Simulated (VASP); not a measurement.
Band structure of TiCo (CsCl type). These are PBEsol GGA, VASP's PBE PAW potentials (set 64) (plane waves; VASP) values and carry that method's errors.

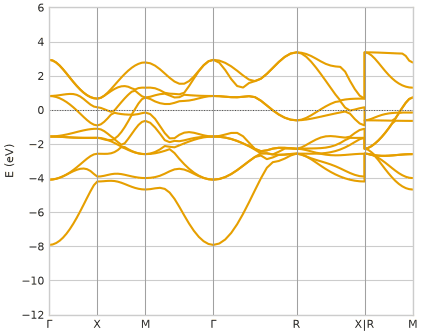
*Bands along high-symmetry lines, zero at the valence-band maximum or, without a gap, the Fermi level*

**Question.** Read the plot: is there a gap, and where are the band edges?

**Answer.** It has no gap at this level: it comes out as a metal or semimetal. (Edges off the drawn lines would not show.)

The compound is TiCo in the CsCl type structure. It was relaxed first, which changed the volume by -6 %. The run is not spin-polarised, so no magnetic state was tried. The electron count is odd and the run is not spin-polarised, which forces a metal.
